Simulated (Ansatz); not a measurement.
# One shape, several levels: triplet AlCl2F

We compute a comparison of 6 runs (U-wB97X/def2-SVPD, UBLYP/def2-SVPD, UCAM-B3LYP/def2-SVPD, UHSE06/def2-SVPD, UPBE0/def2-SVPD, RPA@PBE/def2-SVPD) of triplet AlCl2F. 

The calculation is run with Ansatz 0.2.0.

41 further runs of the same task are left out: 41 set aside as unsound or not needed.

## 1. The structure to begin with

AlCl2F has 4 atoms, charge 0, and is taken as a triplet. As SMILES of the parent species, `[F][Al]([Cl])[Cl]`. The coordinates come from a PBE0-D4/def2-TZVP relaxation. That shape belongs to the parent species and isn't relaxed for this state.

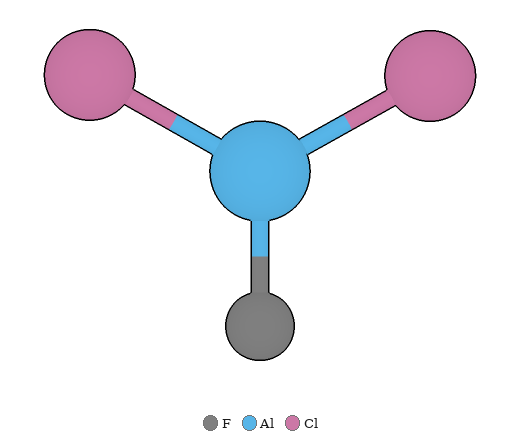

Viewed from a chosen angle; fluorine grey, aluminium blue, chlorine pink.

## 2. The energy at U-wB97X/def2-SVPD (run 1)

in.yaml reads:

```yaml
crystal:
  periodic: [false, false, false]
  atoms:
    - {symbol: F, position_ang: [0.087420, 0.388220, 1.682350]}
    - {symbol: Al, position_ang: [0.004800, 0.021530, 0.093600]}
    - {symbol: Cl, position_ang: [1.223040, -1.463690, -0.663450]}
    - {symbol: Cl, position_ang: [-1.315270, 1.053930, -1.112510]}
basis:
  gaussian:
    orbitals: def2-SVPD
magnetization:
  spin_polarized: true
  initial_magnetization: 2
hamiltonian:
  xc: {name: wB97X}
accuracy: high
output: {orbitals: {seedname: orbitals}}
```

The run is started by

```bash
$ ansatz run in.yaml --threads 1 --pin off --max-ram 3480MiB --events-out events.jsonl --progress --plain --runs-dir runs
```

What it wrote:

```text
Warning: RAYON_NUM_THREADS=1 ignored (pool sized by the plan → 1); use --threads N
Functional definition: wB97X
  name "wB97X"
  parameter omega = 0.3/bohr
  parameter cx = 0.157706
  parameter cx1 = 0.726479
  parameter cx2 = 1.04760
  parameter cx3 = -5.70635
  parameter cx4 = 13.2794
  parameter css1 = -4.33879
  parameter css2 = 18.2308
  parameter css3 = -31.7430
  parameter css4 = 17.2901
  parameter cos1 = 2.37031
  parameter cos2 = -11.3995
  parameter cos3 = 6.58405
  parameter cos4 = -3.78132
  exchange = spin_sum(e_x_unif_sr(omega)*poly(b97_u_x, 1 - cx, cx1, cx2, cx3, cx4)) + cx*exact_x_sr(omega)
      + exact_x_lr(omega)
  correlation = spin_sum(e_c_pw_same_spin*poly(b97_u_same, 1, css1, css2, css3, css4))
      + integral(e_c_pw_opposite_spin*poly(b97_u_opposite, 1, cos1, cos2, cos3, cos4))
1837 factors; integrals over basis functions are off by at most 3.0e-9 eV
491 factors; integrals over basis functions are off by at most 1.7e-9 eV
mean field evaluation 1: about -34342.4929 eV, gradient 2.7e1 eV
mean field evaluation 2: about -34338.4617 eV, gradient 4.7e1 eV
mean field evaluation 4: about -34345.2868 eV, gradient 1.1e0 eV
mean field evaluation 8: about -34345.3756 eV, gradient 1.2e-1 eV
mean field evaluation 16: about -34345.3769 eV, gradient 7.1e-3 eV
mean field evaluation 32: about -34345.3769 eV, gradient 1.0e-4 eV
mean field evaluation 64: about -34345.3659 eV, gradient 9.6e-1 eV
mean field -34345.37691975 eV, -1262.1693216680 hartree, gradient 2.7e-8 eV, S^2 2.010427; 6 other end points of the search recorded, 0 dependent functions left out
reference -34345.37691902 eV, -1262.1693216413 hartree; 29, 27 occupied and 72, 74 virtual orbitals, 1837 factors
Total energy: -34345.37691902 eV, -1262.1693216413 hartree
```

Run time: 1.8 min. Hardware: 1 thread of Intel Xeon Platinum 8375C at 2.90GHz (Ice Lake), shared host; peak memory 0.99 GiB.

## 3. A single-point energy at UBLYP/def2-SVPD (run 2)

run.yaml reads:

```yaml
crystal:
  periodic: [false, false, false]
  atoms:
    - {symbol: F, position_ang: [0.087420, 0.388220, 1.682350]}
    - {symbol: Al, position_ang: [0.004800, 0.021530, 0.093600]}
    - {symbol: Cl, position_ang: [1.223040, -1.463690, -0.663450]}
    - {symbol: Cl, position_ang: [-1.315270, 1.053930, -1.112510]}
basis:
  gaussian: {orbitals: def2-SVPD}
magnetization: {spin_polarized: true, initial_magnetization: 2}
hamiltonian: {xc: {name: BLYP}}
accuracy: high
output: {orbitals: {seedname: orbitals}}
```

The run is started by

```bash
$ ansatz run run.yaml --threads 1 --pin off --max-ram 3480MiB --events-out events.jsonl --progress --plain --runs-dir runs
```

What it wrote:

```text
Warning: RAYON_NUM_THREADS=1 ignored (pool sized by the plan → 1); use --threads N
Functional definition: BLYP
  name "BLYP"
  parameter beta = 0.0042
  parameter a = 0.04918
  parameter b = 0.132
  parameter c = 0.2533
  parameter d = 0.349
  exchange = b88_x(beta = beta)
  correlation = lyp_c(a = a, b = b, c = c, d = d)
1837 factors; integrals over basis functions are off by at most 3.0e-9 eV
mean field evaluation 1: about -34343.5909 eV, gradient 3.2e1 eV
mean field evaluation 2: about -34277.7328 eV, gradient 1.3e2 eV
mean field evaluation 4: about -34340.5991 eV, gradient 3.2e1 eV
mean field evaluation 8: about -34347.1085 eV, gradient 2.7e-1 eV
mean field evaluation 16: about -34347.1072 eV, gradient 1.0e-3 eV
mean field evaluation 32: about -34346.3638 eV, gradient 1.7e0 eV
mean field evaluation 64: about -34346.2443 eV, gradient 1.3e-1 eV
mean field -34347.10717865 eV, -1262.2329075099 hartree, gradient 2.9e-8 eV, S^2 2.002459; 8 other end points of the search recorded, 0 dependent functions left out
reference -34347.10722175 eV, -1262.2329090938 hartree; 29, 27 occupied and 72, 74 virtual orbitals, 1837 factors
Total energy: -34347.10722175 eV, -1262.2329090938 hartree
```

Wall time 18 s (1 thread of Intel Xeon Platinum 8375C at 2.90GHz (Ice Lake), shared host); peak memory 0.35 GiB.

Run 3 isn't shown in full; the table further down has it.

## 4. The energy at UHSE06/def2-SVPD (run 4)

job.yaml reads:

```yaml
crystal:
  periodic: [false, false, false]
  atoms:
    - {symbol: F, position_ang: [0.087420, 0.388220, 1.682350]}
    - {symbol: Al, position_ang: [0.004800, 0.021530, 0.093600]}
    - {symbol: Cl, position_ang: [1.223040, -1.463690, -0.663450]}
    - {symbol: Cl, position_ang: [-1.315270, 1.053930, -1.112510]}
basis:
  gaussian:
    orbitals: def2-SVPD
magnetization:
  spin_polarized: true
  initial_magnetization: 2
hamiltonian:
  xc: hse06
accuracy: high
output: {orbitals: {seedname: orbitals}}
```

The run is started by

```bash
$ ansatz run job.yaml --threads 1 --pin off --max-ram 3480MiB --events-out events.jsonl --progress --plain --runs-dir runs
```

What it wrote (excerpt; [...] marks lines left out):

```text
Warning: RAYON_NUM_THREADS=1 ignored (pool sized by the plan → 1); use --threads N
Functional definition: HSE06
  name "HSE06"
[...]
1837 factors; integrals over basis functions are off by at most 3.0e-9 eV
144 factors; integrals over basis functions are off by at most 1.0e-9 eV
[...]
mean field -34332.26843156 eV, -1261.6875936124 hartree, gradient 7.9e-8 eV, S^2 2.006059; 10 other end points of the search recorded, 0 dependent functions left out
reference -34332.26843546 eV, -1261.6875937556 hartree; 29, 27 occupied and 72, 74 virtual orbitals, 1837 factors
Total energy: -34332.26843546 eV, -1261.6875937556 hartree
```

Run time: 49 s. Hardware: 1 thread of Intel Xeon Platinum 8375C at 2.90GHz (Ice Lake), shared host; peak memory 0.71 GiB.

Run 5 isn't shown in full; the table further down has it.

## 5. The energy at RPA@PBE/def2-SVPD (run 6)

in.yaml, as its differences from that of step 2:

```diff
@@ -8,10 +8,6 @@
 basis:
-  gaussian:
-    orbitals: def2-SVPD
-magnetization:
-  spin_polarized: true
-  initial_magnetization: 2
-hamiltonian:
-  xc: {name: wB97X}
+  gaussian: {orbitals: def2-SVPD}
+magnetization: {spin_polarized: true, initial_magnetization: 2}
+hamiltonian: {xc: {name: PBE}}
+correlation: {method: rpa, frozen_orbitals: {Al: 5, Cl: 5, F: 1}}
 accuracy: high
-output: {orbitals: {seedname: orbitals}}
```

The run is started by

```bash
$ ansatz run in.yaml --threads 1 --pin off --max-ram 3480MiB --events-out events.jsonl --progress --plain --runs-dir runs
```

What it wrote (excerpt; [...] marks lines left out):

```text
Warning: RAYON_NUM_THREADS=1 ignored (pool sized by the plan → 1); use --threads N
Functional definition: PBE
  name "PBE"
[...]
1837 factors; integrals over basis functions are off by at most 3.0e-9 eV
[...]
mean field -34330.81834845 eV, -1261.6343040411 hartree, gradient 5.2e-8 eV, S^2 2.002773; 12 other end points of the search recorded, 0 dependent functions left out
16 core orbitals not correlated: weight in the atoms' cores, before any rotation towards them, 1.000 or more for the frozen orbitals, at most 0.000 for the correlated occupied ones
reference -34281.51913024 eV, -1259.8225911879 hartree; 13, 11 occupied and 72, 74 virtual orbitals, 1837 factors
Total energy: -34306.20711809 eV, -1260.7298580076 hartree
```

It took 32 s on 1 thread of Intel Xeon Platinum 8375C at 2.90GHz (Ice Lake), shared host; peak memory 0.42 GiB.

## 6. Overview of the runs

```tsv
run	level	frozen core orbitals	energy (Eh)	HOMO energy (eV)	⟨S²⟩	wall time
1	U-wB97X/def2-SVPD	–	-1262.169322	-5.19	2.010	1.8 min
2	UBLYP/def2-SVPD	–	-1262.232909	-2.79	2.002	18 s
3	UCAM-B3LYP/def2-SVPD	–	-1262.223011	-4.51	2.009	31 s
4	UHSE06/def2-SVPD	–	-1261.687594	-3.22	2.006	49 s
5	UPBE0/def2-SVPD	–	-1261.711689	-3.59	2.006	21 s
6	RPA@PBE/def2-SVPD	16	-1260.729858	–	2.003	32 s
```

## 7. Outcome

```
                                quantity           value
                     run 6: total energy  -1260.72986 Eh
 run 6: RPA correlation energy (valence)      -907.3 mEh
run 6: ⟨S²⟩ of the reference determinant           2.003
```

**Reading.** Totals of different functionals can't be ranked against each other. All runs together took 4.3 min, the longest 1.8 min.
